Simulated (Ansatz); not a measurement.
# quartet SiHCl2: levels of theory compared

Aim: a comparison of 6 runs (U-r2SCAN/STO-3G, UB3LYP/STO-3G, UBHLYP/STO-3G, UHSE06/STO-3G, UPBE/STO-3G, UCCSDT/STO-3G) of quartet SiHCl2. 

The calculation is run with Ansatz 0.2.0.

68 further runs of the same task are left out: 9 that didn't finish, 59 set aside as unsound or not needed.

**1. The molecule**

SiHCl2 has 4 atoms, charge 0, and is taken as a quartet. As SMILES of the parent species, `Cl[SiH]Cl`. Geometry: relaxed at PBE0-D4/def2-TZVP. That shape belongs to the parent species and isn't relaxed for this state.

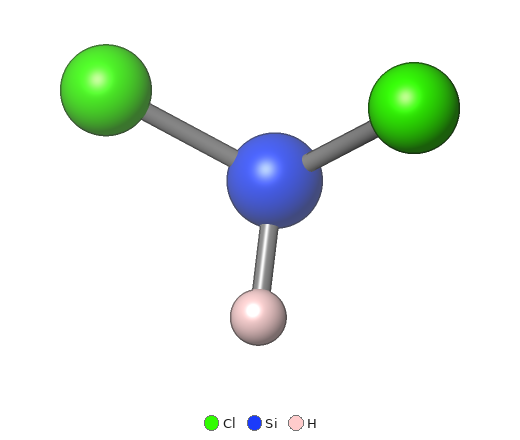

Viewed from a chosen angle; chlorine green, silicon blue, hydrogen pink.

**2. The energy at U-r2SCAN/STO-3G (run 1)**

Contents of job.yaml:

```yaml
crystal:
  periodic: [false, false, false]
  atoms:
    - symbol: Cl
      position_ang: [-1.646600, 0.177800, 0.889400]
    - symbol: Si
      position_ang: [0.187600, -0.414200, 0.200000]
    - symbol: Cl
      position_ang: [0.250900, -0.281300, -1.841700]
    - symbol: H
      position_ang: [1.208200, 0.517700, 0.752400]
basis:
  gaussian:
    orbitals: STO-3G
magnetization:
  spin_polarized: true
  initial_magnetization: 3
hamiltonian:
  xc: r2scan
accuracy: high
```

The run is started by

```sh
$ ansatz run job.yaml --threads 1 --pin off --max-ram 2610MiB --events-out events.jsonl --progress --plain --runs-dir runs
```

The log of the run:

```text
Warning: RAYON_NUM_THREADS=1 ignored (pool sized by the plan → 1); use --threads N
Functional definition: r2SCAN
  name "r2SCAN"
  parameter k0 = 0.174
  parameter k1 = 0.065
  parameter a1 = 4.9479
  exchange = r2scan_x(k0 = k0, k1 = k1, a1 = a1)
  correlation = r2scan_c
508 factors; integrals over basis functions are off by at most 1.7e-8 eV
mean field evaluation 1: about -32565.3156 eV, gradient 8.5e0 eV
mean field evaluation 2: about -32565.0589 eV, gradient 9.9e0 eV
mean field evaluation 4: about -32564.4959 eV, gradient 8.3e0 eV
mean field evaluation 8: about -32566.1405 eV, gradient 2.4e0 eV
mean field evaluation 16: about -32566.2287 eV, gradient 1.6e-3 eV
mean field evaluation 32: about -32566.2108 eV, gradient 4.3e-1 eV
mean field evaluation 64: about -32566.2045 eV, gradient 5.9e-2 eV
mean field evaluation 96: about -32566.1195 eV, gradient 2.0e0 eV
mean field -32566.22872770 eV, -1196.7868315602 hartree, gradient 9.6e-8 eV, S^2 3.750601; 10 other end points of the search recorded, 0 dependent functions left out
reference -32566.22872833 eV, -1196.7868315834 hartree; 26, 23 occupied and 2, 5 virtual orbitals, 508 factors
Total energy: -32566.22872833 eV, -1196.7868315834 hartree
```

It took 47 s on 1 thread of Arm Neoverse V2, shared host; peak memory 0.26 GiB.

**3. The energy at UB3LYP/STO-3G (run 2)**

Contents of molecule.yaml:

```yaml
crystal:
  periodic: [false, false, false]
  atoms:
    - symbol: Cl
      position_ang: [-1.646600, 0.177800, 0.889400]
    - symbol: Si
      position_ang: [0.187600, -0.414200, 0.200000]
    - symbol: Cl
      position_ang: [0.250900, -0.281300, -1.841700]
    - symbol: H
      position_ang: [1.208200, 0.517700, 0.752400]
basis:
  gaussian: {orbitals: STO-3G}
magnetization: {spin_polarized: true, initial_magnetization: 3}
hamiltonian: {xc: {name: B3LYP}}
accuracy: high
```

The run is started by

```sh
$ ansatz run molecule.yaml --threads 1 --pin off --max-ram 2610MiB --events-out events.jsonl --progress --plain --runs-dir runs
```

The log of the run:

```text
Warning: RAYON_NUM_THREADS=1 ignored (pool sized by the plan → 1); use --threads N
Functional definition: B3LYP
  name "B3LYP"
  parameter a0 = 0.2
  parameter ax = 0.72
  parameter ac = 0.81
  exchange = (1 - a0 - ax)*slater_x + ax*b88_x + a0*exact_x
  correlation = (1 - ac)*vwn_rpa_c + ac*lyp_c
508 factors; integrals over basis functions are off by at most 1.7e-8 eV
mean field evaluation 1: about -32565.5641 eV, gradient 8.8e0 eV
mean field evaluation 2: about -32565.7730 eV, gradient 8.7e0 eV
mean field evaluation 4: about -32566.6487 eV, gradient 6.4e-1 eV
mean field evaluation 8: about -32566.6650 eV, gradient 2.1e-2 eV
mean field evaluation 16: about -32566.6650 eV, gradient 2.4e-4 eV
mean field evaluation 32: about -32566.7589 eV, gradient 8.5e-6 eV
mean field evaluation 64: about -32566.7352 eV, gradient 3.4e-1 eV
mean field -32566.75888988 eV, -1196.8063146612 hartree, gradient 2.1e-8 eV, S^2 3.750210; 8 other end points of the search recorded, 0 dependent functions left out
reference -32566.75891805 eV, -1196.8063156964 hartree; 26, 23 occupied and 2, 5 virtual orbitals, 508 factors
Total energy: -32566.75891805 eV, -1196.8063156964 hartree
```

Wall time 6 s (1 thread of Arm Neoverse V2, shared host); peak memory 0.16 GiB.

Runs 3 to 5 aren't shown in full; the table further down has their settings and results.

**4. The energy at UCCSDT/STO-3G (run 6)**

Contents of run.yaml:

```yaml
crystal:
  periodic: [false, false, false]
  atoms:
    - {symbol: Cl, position_ang: [-1.646600, 0.177800, 0.889400]}
    - {symbol: Si, position_ang: [0.187600, -0.414200, 0.200000]}
    - {symbol: Cl, position_ang: [0.250900, -0.281300, -1.841700]}
    - {symbol: H, position_ang: [1.208200, 0.517700, 0.752400]}
basis:
  gaussian:
    orbitals: STO-3G
magnetization:
  spin_polarized: true
  initial_magnetization: 3
correlation:
  method: ccsdt
  frozen_orbitals: {Cl: 5, H: 0, Si: 5}
accuracy: high
scf:
  omitted_lower_state_checks: [cluster_reference, increment]
```

The run is started by

```sh
$ ansatz run run.yaml --threads 1 --pin off --max-ram 2610MiB --events-out events.jsonl --progress --plain --runs-dir runs
```

The log of the run:

```text
Warning: RAYON_NUM_THREADS=1 ignored (pool sized by the plan → 1); use --threads N
[... 17 lines left out ...]
15 core orbitals not correlated: weight in the atoms' cores, before any rotation towards them, 1.000 or more for the frozen orbitals, at most 0.000 for the correlated occupied ones
[... 110 lines left out ...]
Total energy: -32520.38517645 eV, -1195.1021121256 hartree
Checks for a lower state left out: cluster_reference, increment
```

It took 2.8 s on 1 thread of Arm Neoverse V2, shared host.

**5. The series**

```
run            level  frozen core orbitals   energy (Eh)   ⟨S²⟩  wall time
  1  U-r2SCAN/STO-3G                     –  -1196.786832  3.751       47 s
  2    UB3LYP/STO-3G                     –  -1196.806316  3.750        6 s
  3    UBHLYP/STO-3G                     –  -1196.846470  3.751      5.7 s
  4    UHSE06/STO-3G                     –  -1196.412668  3.750      7.2 s
  5      UPBE/STO-3G                     –  -1196.255884  3.750       16 s
  6    UCCSDT/STO-3G                    15  -1195.102112  3.751      2.8 s
```

**6. Results**

```
                                           quantity           value
                                run 6: total energy  -1195.10211 Eh
run 6: correlation energy (15 core orbitals frozen)       -41.6 mEh
           run 6: ⟨S²⟩ of the reference determinant           3.751
                               run 6: T1 diagnostic           0.136
```

Totals of different functionals can't be ranked against each other. In runs 1, 2, 3, 4, 5, 6 the basis is minimal, so the values are rough. All runs together took 84 s, the longest 47 s.
